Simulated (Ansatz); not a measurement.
**Strength of the C–H bond: C2H2F → C2HF + H**

Species: C2H2F `C=[C]F`, doublet; C2HF (fluoroacetylene) `C#CF`, singlet; H atom, doublet. 

Shapes, held fixed at every level: PBE0-D4/def2-TZVP. Programs: Ansatz 0.2.0. The zero-point and thermal change to 298 K, harmonic and unscaled (PBE0-D4/def2-TZVP), is -21.2 kJ/mol.

```json
{"level": "HF/def2-SVP", "kind": "Hartree–Fock", "ΔH(298 K) (kJ/mol)": "+226.6", "CPU time (sum over the molecules)": "–"}
{"level": "HF/def2-TZVPP", "kind": "Hartree–Fock", "ΔH(298 K) (kJ/mol)": "+225.0", "CPU time (sum over the molecules)": "–"}
{"level": "r2SCAN-D4/def2-TZVPP", "kind": "meta-GGA", "ΔH(298 K) (kJ/mol)": "+244.0", "CPU time (sum over the molecules)": "12 s"}
{"level": "B3LYP-D4/def2-TZVPP", "kind": "global hybrid", "ΔH(298 K) (kJ/mol)": "+228.2", "CPU time (sum over the molecules)": "7 s"}
{"level": "PBE0-D4/def2-TZVPP", "kind": "global hybrid", "ΔH(298 K) (kJ/mol)": "+230.1", "CPU time (sum over the molecules)": "16 s"}
{"level": "r2SCAN0-D4/def2-TZVPP", "kind": "global hybrid", "ΔH(298 K) (kJ/mol)": "+248.7", "CPU time (sum over the molecules)": "9.2 s"}
{"level": "wB97X-V/def2-TZVPP", "kind": "range-separated hybrid", "ΔH(298 K) (kJ/mol)": "+224.0", "CPU time (sum over the molecules)": "21 s"}
{"level": "B2PLYP/def2-TZVPP", "kind": "double hybrid", "ΔH(298 K) (kJ/mol)": "+213.7", "CPU time (sum over the molecules)": "16 s"}
```

B2PLYP/def2-TZVPP gives ΔH(298 K) = +213.7 kJ/mol; the levels span +213.7 to +248.7. A fragment pairs its electrons up again, so this isn't a typical strength of such a bond. The median of the levels is +227.4. No measured value is set beside it here. Spin contamination: C2H2F (⟨S²⟩ up to 0.93). Open shells run unrestricted unless RO is named. Times are processor times on shared x86 and Arm servers, and rough.

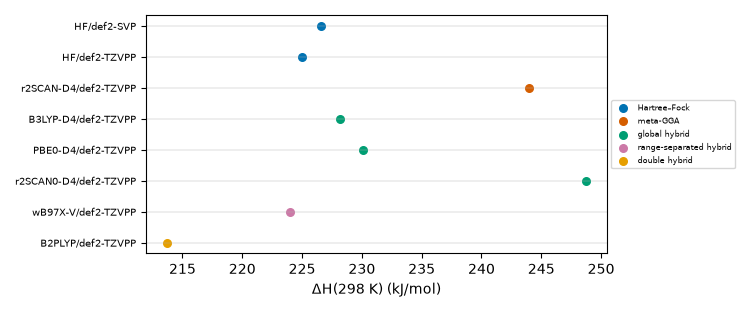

The values of the table, level by level.
